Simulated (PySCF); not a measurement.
## Geometry relaxation of C₄H₁₄Si₃ (part 2 of 2)

The same run, continued: C₄H₁₄Si₃; PBE0-D3(BJ)/def2-SVP geometry optimisation, gas phase (PySCF 2.14.0). It belongs to a series of runs on one base structure; here: H on Si replaced by cBu.

Geometry of the input (Å):
```
Si 2.1420  1.9782  0.0831
Si 0.9670  0.0926  -0.5873
Si 2.1028  -1.9230  -0.5728
C  -0.5460  -0.0799  0.5094
C  -1.6445  -1.1149  0.0631
C  -2.7355  -0.0389  0.2552
C  -1.6352  1.0252  0.4221
H  1.3740  3.2562  -0.0313
H  3.3284  2.1950  -0.7088
H  2.5593  1.9169  1.4850
H  0.4082  0.3168  -1.9343
H  1.3678  -3.0696  -1.0542
H  3.3025  -1.8268  -1.3986
H  2.5495  -2.2832  0.7918
H  -0.2987  -0.2617  1.5545
H  -1.5309  -1.4055  -0.9568
H  -1.7296  -1.9873  0.6923
H  -3.3313  -0.1869  1.1660
H  -3.4104  0.0856  -0.5821
H  -1.5575  1.6603  -0.4576
H  -1.7531  1.6731  1.2844
```

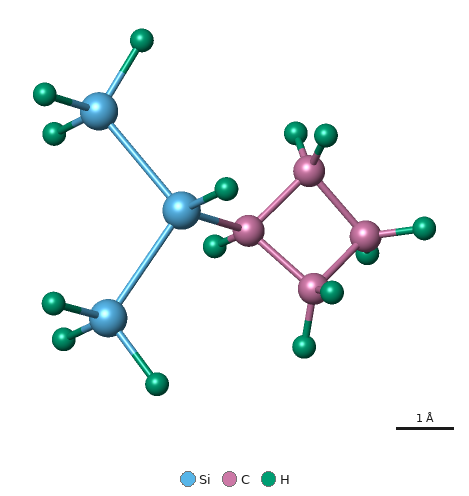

**Figure 1.** The geometry at step 9 of the log (ball-and-stick view, seen at a tilt).

### Trajectory as extended XYZ, continued
```
21
Properties=species:S:1:pos:R:3:forces:R:3 step=5 energy=-27983.21263
Si    2.4372    2.3835   -0.0155    0.0565  -0.0038  -0.0127
Si    1.2224    0.5147   -0.7429   -0.0695  -0.0182   0.0213
Si    2.5713   -1.3987   -0.6089    0.0339   0.0181  -0.0029
C    -0.3360    0.2938    0.3090    0.0415   0.0304  -0.0257
C    -1.3777   -0.7728   -0.1192   -0.0030  -0.0067   0.0082
C    -2.5003    0.2500    0.1449    0.0025   0.0014  -0.0147
C    -1.4470    1.3734    0.2132   -0.0031  -0.0175   0.0216
H     1.6356    3.6429   -0.1214   -0.0198  -0.0074  -0.0077
H     3.6842    2.5473   -0.8278   -0.0064   0.0100   0.0174
H     2.8277    2.1991    1.4184    0.0022  -0.0022  -0.0026
H     0.8220    0.7231   -2.1754   -0.0007   0.0018   0.0038
H     1.8437   -2.6137   -1.0935   -0.0101   0.0037  -0.0072
H     3.8119   -1.2273   -1.4284    0.0002  -0.0165   0.0091
H     2.9720   -1.6336    0.8146    0.0037   0.0043   0.0011
H    -0.0219    0.1426    1.3555   -0.0369  -0.0052   0.0090
H    -1.2962   -1.0482   -1.1834   -0.0039   0.0114   0.0076
H    -1.3975   -1.7019    0.4701    0.0091  -0.0077  -0.0180
H    -2.9958    0.0843    1.1135    0.0068  -0.0009   0.0042
H    -3.2794    0.3440   -0.6265   -0.0072  -0.0013   0.0099
H    -1.3931    1.9622   -0.7166   -0.0022  -0.0097  -0.0070
H    -1.5192    2.0771    1.0560    0.0064   0.0159  -0.0147
21
Properties=species:S:1:pos:R:3:forces:R:3 step=6 energy=-27983.21456
Si    2.4374    2.3758   -0.0083    0.0560  -0.0038  -0.0213
Si    1.2228    0.5184   -0.7643   -0.0658  -0.0258   0.0256
Si    2.5821   -1.3842   -0.5888    0.0225   0.0142  -0.0099
C    -0.3425    0.2975    0.2781    0.0737   0.0419  -0.0118
C    -1.3854   -0.7728   -0.1346   -0.0030  -0.0173  -0.0090
C    -2.5058    0.2416    0.1663   -0.0022   0.0030  -0.0129
C    -1.4582    1.3717    0.1852   -0.0061  -0.0167   0.0213
H     1.6493    3.6444   -0.1037   -0.0215  -0.0063  -0.0084
H     3.6946    2.5382   -0.8054   -0.0098   0.0117   0.0216
H     2.8109    2.1648    1.4267    0.0030   0.0028  -0.0028
H     0.8442    0.7200   -2.2034   -0.0028   0.0058   0.0063
H     1.8733   -2.6120   -1.0692   -0.0061   0.0033  -0.0068
H     3.8363   -1.2128   -1.3875   -0.0010  -0.0174   0.0089
H     2.9585   -1.5947    0.8451    0.0042   0.0020   0.0007
H    -0.0245    0.1532    1.3248   -0.0554  -0.0066   0.0109
H    -1.3271   -1.0314   -1.2048   -0.0064   0.0130   0.0181
H    -1.3856   -1.7102    0.4418    0.0125  -0.0051  -0.0195
H    -2.9535    0.0789    1.1584    0.0037  -0.0017   0.0024
H    -3.3206    0.3231   -0.5691   -0.0016  -0.0009   0.0095
H    -1.4277    1.9344   -0.7618   -0.0034  -0.0103  -0.0065
H    -1.5144    2.0977    1.0103    0.0093   0.0142  -0.0165
21
Properties=species:S:1:pos:R:3:forces:R:3 step=7 energy=-27983.21603
Si    2.4392    2.3703   -0.0012    0.0252  -0.0004  -0.0210
Si    1.2239    0.5223   -0.7814   -0.0198  -0.0228   0.0233
Si    2.5934   -1.3694   -0.5662   -0.0035   0.0002  -0.0136
C    -0.3491    0.3026    0.2485    0.0802   0.0359   0.0047
C    -1.3903   -0.7726   -0.1527   -0.0028  -0.0221  -0.0136
C    -2.5089    0.2302    0.1885   -0.0086   0.0041  -0.0125
C    -1.4713    1.3686    0.1544   -0.0079  -0.0081   0.0174
H     1.6551    3.6420   -0.0885   -0.0137  -0.0032  -0.0053
H     3.7059    2.5387   -0.7812   -0.0082   0.0079   0.0142
H     2.7962    2.1373    1.4346    0.0028   0.0078  -0.0013
H     0.8662    0.7176   -2.2262   -0.0052   0.0083   0.0053
H     1.8992   -2.6077   -1.0419    0.0007   0.0016  -0.0023
H     3.8614   -1.2041   -1.3437   -0.0015  -0.0089   0.0040
H     2.9457   -1.5563    0.8773    0.0028  -0.0015   0.0002
H    -0.0358    0.1646    1.2979   -0.0550  -0.0056   0.0096
H    -1.3559   -1.0091   -1.2291   -0.0052   0.0134   0.0163
H    -1.3680   -1.7210    0.4051    0.0099  -0.0024  -0.0147
H    -2.9041    0.0702    1.2033    0.0030  -0.0021   0.0017
H    -3.3601    0.2973   -0.5063    0.0019  -0.0003   0.0062
H    -1.4660    1.8992   -0.8115   -0.0022  -0.0104  -0.0059
H    -1.5129    2.1212    0.9563    0.0072   0.0086  -0.0126
21
Properties=species:S:1:pos:R:3:forces:R:3 step=8 energy=-27983.21730
Si    2.4415    2.3727    0.0011   -0.0119   0.0036  -0.0096
Si    1.2264    0.5237   -0.7799    0.0321  -0.0112   0.0138
Si    2.5978   -1.3663   -0.5552   -0.0228  -0.0113  -0.0091
C    -0.3509    0.3058    0.2415    0.0476   0.0134   0.0177
C    -1.3883   -0.7722   -0.1625   -0.0012  -0.0151  -0.0081
C    -2.5084    0.2226    0.1957   -0.0094   0.0030  -0.0079
C    -1.4775    1.3659    0.1414   -0.0069   0.0018   0.0054
H     1.6473    3.6385   -0.0880   -0.0023  -0.0002  -0.0012
H     3.7098    2.5513   -0.7724   -0.0029   0.0013   0.0008
H     2.7950    2.1405    1.4379    0.0017   0.0088   0.0003
H     0.8739    0.7175   -2.2258   -0.0058   0.0068   0.0015
H     1.9033   -2.6052   -1.0297    0.0045   0.0004   0.0023
H     3.8703   -1.2093   -1.3261   -0.0011   0.0023  -0.0018
H     2.9432   -1.5475    0.8908    0.0006  -0.0037  -0.0004
H    -0.0508    0.1688    1.2948   -0.0308  -0.0026   0.0047
H    -1.3611   -0.9935   -1.2420   -0.0014   0.0108   0.0047
H    -1.3553   -1.7281    0.3819    0.0029  -0.0012  -0.0071
H    -2.8821    0.0619    1.2187    0.0043  -0.0010   0.0015
H    -3.3733    0.2829   -0.4824    0.0008  -0.0008   0.0036
H    -1.4809    1.8792   -0.8339    0.0005  -0.0081  -0.0051
H    -1.5161    2.1326    0.9300    0.0016   0.0030  -0.0060
21
Properties=species:S:1:pos:R:3:forces:R:3 step=9 energy=-27983.21855
Si    2.4419    2.3822    0.0017   -0.0363   0.0053   0.0056
Si    1.2314    0.5237   -0.7657    0.0635   0.0034   0.0030
Si    2.5969   -1.3718   -0.5496   -0.0259  -0.0149  -0.0010
C    -0.3491    0.3075    0.2484   -0.0079  -0.0128   0.0194
C    -1.3811   -0.7721   -0.1680    0.0005  -0.0015   0.0044
C    -2.5056    0.2166    0.1937   -0.0029   0.0008  -0.0056
C    -1.4787    1.3632    0.1377   -0.0026   0.0083  -0.0060
H     1.6298    3.6364   -0.0962    0.0066   0.0017   0.0014
H     3.7065    2.5723   -0.7738    0.0030  -0.0045  -0.0113
H     2.8005    2.1670    1.4397    0.0001   0.0064   0.0010
H     0.8750    0.7190   -2.2105   -0.0036   0.0025  -0.0023
H     1.8936   -2.6051   -1.0260    0.0035   0.0004   0.0044
H     3.8683   -1.2226   -1.3237    0.0000   0.0100  -0.0053
H     2.9463   -1.5597    0.8945   -0.0011  -0.0039  -0.0007
H    -0.0675    0.1684    1.3063    0.0033   0.0014  -0.0010
H    -1.3501   -0.9808   -1.2496    0.0032   0.0063  -0.0082
H    -1.3445   -1.7337    0.3656   -0.0050  -0.0023   0.0002
H    -2.8757    0.0529    1.2175    0.0071   0.0004   0.0021
H    -3.3722    0.2740   -0.4823   -0.0040  -0.0019   0.0021
H    -1.4802    1.8670   -0.8426    0.0033  -0.0050  -0.0028
H    -1.5216    2.1373    0.9186   -0.0047  -0.0002   0.0007
21
Properties=species:S:1:pos:R:3:forces:R:3 step=10 energy=-27983.21910
Si    2.4385    2.3907    0.0031   -0.0269   0.0044   0.0083
Si    1.2365    0.5237   -0.7559    0.0466   0.0075   0.0029
Si    2.5951   -1.3769   -0.5459   -0.0122  -0.0092   0.0016
C    -0.3470    0.3072    0.2535   -0.0281  -0.0178   0.0070
C    -1.3759   -0.7727   -0.1710    0.0005   0.0036   0.0122
C    -2.5028    0.2127    0.1916    0.0005   0.0004  -0.0104
C    -1.4780    1.3609    0.1353    0.0007   0.0067  -0.0029
H     1.6175    3.6385   -0.1017    0.0052   0.0010   0.0004
H     3.7001    2.5850   -0.7764    0.0031  -0.0045  -0.0103
H     2.8015    2.1889    1.4420   -0.0006   0.0035   0.0002
H     0.8776    0.7199   -2.2003   -0.0005  -0.0002  -0.0031
H     1.8866   -2.6060   -1.0246   -0.0003   0.0012   0.0024
H     3.8648   -1.2291   -1.3231    0.0003   0.0073  -0.0034
H     2.9473   -1.5715    0.8967   -0.0010  -0.0026  -0.0008
H    -0.0750    0.1674    1.3137    0.0147   0.0026  -0.0023
H    -1.3413   -0.9740   -1.2539    0.0042   0.0032  -0.0092
H    -1.3390   -1.7376    0.3566   -0.0061  -0.0027   0.0016
H    -2.8712    0.0478    1.2159    0.0074   0.0007   0.0023
H    -3.3702    0.2683   -0.4836   -0.0056  -0.0019   0.0023
H    -1.4767    1.8593   -0.8479    0.0036  -0.0027  -0.0013
H    -1.5246    2.1391    0.9120   -0.0056  -0.0005   0.0023
21
Properties=species:S:1:pos:R:3:forces:R:3 step=11 energy=-27983.21940
Si    2.4331    2.3992    0.0049   -0.0061   0.0028   0.0042
Si    1.2417    0.5237   -0.7480    0.0097   0.0057   0.0056
Si    2.5941   -1.3809   -0.5424    0.0034  -0.0006   0.0016
C    -0.3453    0.3057    0.2571   -0.0243  -0.0125  -0.0050
C    -1.3719   -0.7741   -0.1730    0.0003   0.0041   0.0098
C    -2.5004    0.2094    0.1892    0.0017   0.0003  -0.0106
C    -1.4766    1.3585    0.1331    0.0024   0.0028   0.0014
H     1.6061    3.6423   -0.1073    0.0006  -0.0003  -0.0012
H     3.6922    2.5944   -0.7790    0.0007  -0.0020  -0.0034
H     2.7992    2.2099    1.4446   -0.0005   0.0009  -0.0004
H     0.8824    0.7199   -2.1925    0.0024  -0.0019  -0.0022
H     1.8813   -2.6061   -1.0244   -0.0030   0.0016  -0.0004
H     3.8624   -1.2321   -1.3220    0.0002   0.0010   0.0000
H     2.9479   -1.5826    0.8987    0.0001  -0.0010  -0.0003
H    -0.0780    0.1660    1.3185    0.0136   0.0019  -0.0014
H    -1.3338   -0.9704   -1.2569    0.0031  -0.0003  -0.0038
H    -1.3363   -1.7412    0.3509   -0.0035  -0.0011   0.0006
H    -2.8668    0.0441    1.2141    0.0042   0.0004   0.0020
H    -3.3686    0.2636   -0.4851   -0.0038  -0.0014   0.0029
H    -1.4723    1.8532   -0.8519    0.0021   0.0002  -0.0002
H    -1.5269    2.1391    0.9072   -0.0034  -0.0006   0.0010
21
Properties=species:S:1:pos:R:3:forces:R:3 step=12 energy=-27983.21945
Si    2.4297    2.4030    0.0059    0.0024   0.0014   0.0004
Si    1.2437    0.5239   -0.7458   -0.0063   0.0024   0.0052
Si    2.5953   -1.3812   -0.5403    0.0062   0.0027   0.0008
C    -0.3450    0.3043    0.2571   -0.0105  -0.0056  -0.0058
C    -1.3711   -0.7755   -0.1738    0.0000   0.0025   0.0038
C    -2.4997    0.2079    0.1883    0.0012   0.0002  -0.0061
C    -1.4762    1.3571    0.1318    0.0019   0.0005   0.0021
H     1.6009    3.6444   -0.1103   -0.0012  -0.0005  -0.0014
H     3.6885    2.5976   -0.7791   -0.0005  -0.0002   0.0006
H     2.7957    2.2183    1.4461   -0.0003   0.0003  -0.0005
H     0.8864    0.7191   -2.1911    0.0026  -0.0018  -0.0012
H     1.8811   -2.6047   -1.0245   -0.0023   0.0011  -0.0011
H     3.8637   -1.2314   -1.3197    0.0001  -0.0016   0.0012
H     2.9484   -1.5859    0.9005    0.0005  -0.0004  -0.0001
H    -0.0772    0.1652    1.3185    0.0065   0.0006  -0.0009
H    -1.3320   -0.9706   -1.2580    0.0013  -0.0013   0.0003
H    -1.3363   -1.7430    0.3493   -0.0009   0.0001  -0.0001
H    -2.8641    0.0428    1.2140    0.0012   0.0000   0.0008
H    -3.3691    0.2613   -0.4845   -0.0016  -0.0008   0.0019
H    -1.4710    1.8507   -0.8538    0.0006   0.0009   0.0001
H    -1.5276    2.1383    0.9052   -0.0011  -0.0004  -0.0001
```

### Results in brief

```tsv
quantity	value
outcome	converged
total energy	−1028.364356 hartree
dipole moment	1.26 D
point group	Cs
hardware	1 CPU thread, shared host
wall time	6.2 min
peak memory	0.78 GiB
```
